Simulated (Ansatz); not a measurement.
System: LaAl3N2.

The calculation's input:

```
crystal:
  lattice:
    - [3.1447328866, 0.0, 0.0]
    - [-1.5723664433, 2.7234185679, 0.0]
    - [0.0, 0.0, 10.5698380645]
  atoms:
    - { symbol: La, position: [0.0, 0.0, 0.9772611858] }
    - { symbol: Al, position: [0.6666666667, 0.3333333333, 0.238289907] }
    - { symbol: Al, position: [0.0, 0.0, 0.4812658193] }
    - { symbol: Al, position: [0.3333333333, 0.6666666667, 0.7124101496] }
    - { symbol: "N", position: [0.6666666667, 0.3333333333, 0.4172732928] }
    - { symbol: "N", position: [0.3333333333, 0.6666666667, 0.1734996455] }
basis:
  ecutwfc: 420
kpoints:
  mp_grid: { grid: [12, 12, 4] }
hamiltonian:
  xc: pbe
scf:
  occupations: { method: gaussian, width: 0.1 }
output:
  forces: true
  stress: true
  eigenvalues: true
  write_density: true
  write_potential: true
  elf: true
  volumetric_format: npy
relax:
  adjacent_minimum: "off"
  f_tol: 0.001
  max_steps: 60
  cell: { stress_tol: 0.01 }
```

Launched as:

```sh
ansatz run input.yaml --threads 3 --pin off --max-ram 7680MiB --backend cpu --events-out ev --progress --plain --runs-dir out
```

Below, planes, directions and counts refer to the conventional cell (a = 3.14 Å, b = 3.14 Å, c = 10.57 Å, α = 90.00°, β = 90.00°, γ = 120.00°).

Space group P3m1; a generated structure, not necessarily the stable one.

These are results of Ansatz, DFT PBE, scalar-relativistic, plane waves, PAW, not measurements.

Question: What can the converged valence pseudo-density and electron localisation function tell about the bonding?

Answer: Al–N (1.89 Å): ρ at the midpoint is about 0.68 e/Å³; the ELF peaks at about 0.90 in the valence shell of N, 0.7 Å from its nucleus, and is about 0.85 at the midpoint.
La–N (2.76 Å): ρ is about 0.25 e/Å³ halfway; the ELF is about 0.15 at the midpoint; no shared electron pair shows on this line.
Al–N (1.94 Å): ρ at the midpoint is about 0.63 e/Å³; the ELF peaks at about 0.90 between the atoms.

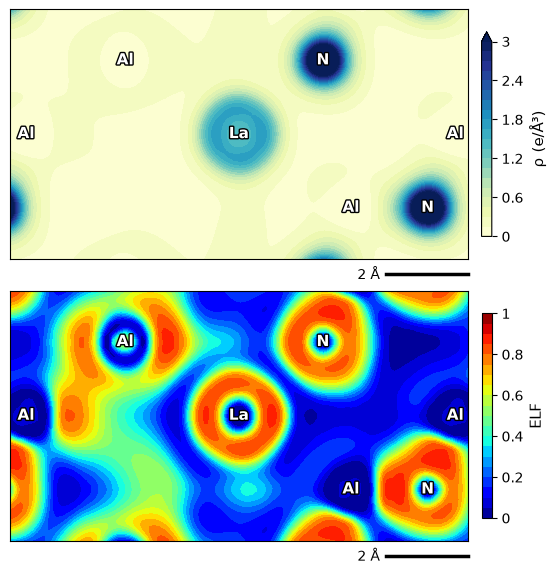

Computed valence pseudo-density and electron localisation function on the (110) plane of the conventional cell, in this order. 
